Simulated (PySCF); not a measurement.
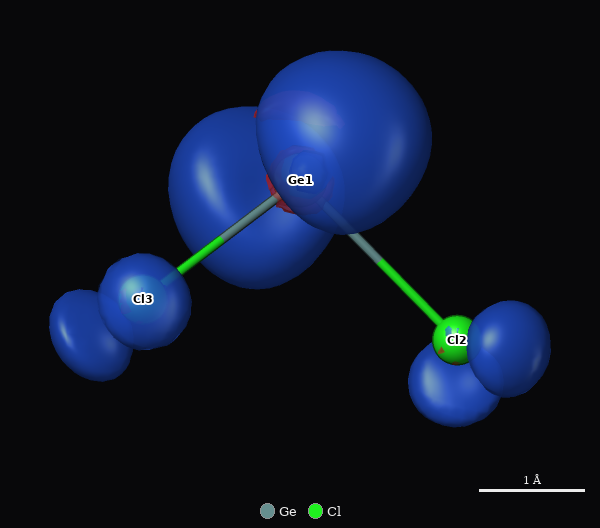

Figure. Cl$_{2}$Ge. Fukui function f⁺ = ρ(N+1) − ρ(N) at fixed geometry, surfaces at ±0.04 e/Å³ (blue positive, red negative).

Computed with PySCF, PBE0/def2-SVP, geometry: GFN2-xTB. No frequency check shows the geometry to be a minimum. GFN2-xTB bond lengths at metals and heavier atoms can be off by up to 0.1 Å and shapes distorted, which carries into these values.

The calculation's input:

```python
import numpy as np
from pyscf import gto, scf, dft
from pyscf.scf import atom_ks, atom_hf
from scipy.linalg import block_diag

def solve(mol, dm0=None, hcore=None):
    mf = (dft.UKS if mol.spin else dft.RKS)(mol, xc='pbe0')
    mf.grids.level = 3
    mf = mf.density_fit(auxbasis='def2-universal-jkfit')
    mf.conv_tol, mf.max_cycle = 1e-8, 80
    if hcore is not None:
        mf.get_hcore = lambda *args: hcore
    mf.kernel(dm0)
    if not mf.converged:
        mf = mf.newton().run(mf.mo_coeff, mf.mo_occ, max_cycle=30)
    assert mf.converged, 'SCF not converged'
    return mf

mol = gto.M(atom='''
Ge     0.00016    -0.71958     0.00000
Cl    -1.65061     0.67713     0.00000
Cl     1.65031     0.67738     0.00000
''', basis='def2-svp', charge=0, spin=0, verbose=4)
mf = solve(mol)
out = dict(e0=mf.e_tot, dm0=mf.make_rdm1(), c=mf.mo_coeff, occ=mf.mo_occ, eps=mf.mo_energy)
for name, dq, spin in [('cation', 1, 1), ('anion', -1, 1)]:
    ion = mol.copy().set(charge=mol.charge + dq, spin=spin).build()
    mi = solve(ion)
    if spin and dq > 0 and mol.nao < 130:
        c, _, stable, _ = mi.stability(return_status=True)
        if not stable:
            mi = solve(ion, mi.make_rdm1(c, mi.mo_occ))
    print(name, 'vertical energy change / eV', (mi.e_tot - mf.e_tot) * 27.211386)
    out.update({'e_' + name: mi.e_tot, 'dm_' + name: mi.make_rdm1(), 's2_' + name: mi.spin_square()[0], 'eps_' + name: mi.mo_energy, 'occ_' + name: mi.mo_occ})
# spherically averaged free atoms, for the promolecule
atm = atom_ks.get_atm_nrks(mol, xc='pbe0')
pro = block_diag(*[(atm[a[0]][2] * atm[a[0]][3]) @ atm[a[0]][2].T for a in mol._atom])
np.savez('result.npz', pro=pro, **out)
```

Launched as:

```sh
OMP_NUM_THREADS=1 python input.py
```

The run took 95 s on 1 thread of Intel(R) Xeon(R) Processor @ 2.50GHz (Skylake/Cascade Lake), with other jobs on the host, peak memory 0.35 GiB.

Partitions, critical points and surface values were worked out afterwards from this run's density.

Q: Which atoms respond most to the addition of an electron?

A: f⁺ (Hirshfeld-condensed) is largest on Ge1 (0.64); the vertical electron affinity is 0.80 eV (the stability of the anion's solution wasn't checked; the anion's highest orbital has positive energy, so this value and f⁺ depend on the basis). Condensed values hint at sites of nucleophilic attack but needn't mark the atom that reacts. Orbital relaxation makes it negative in places (0.10 e in all).
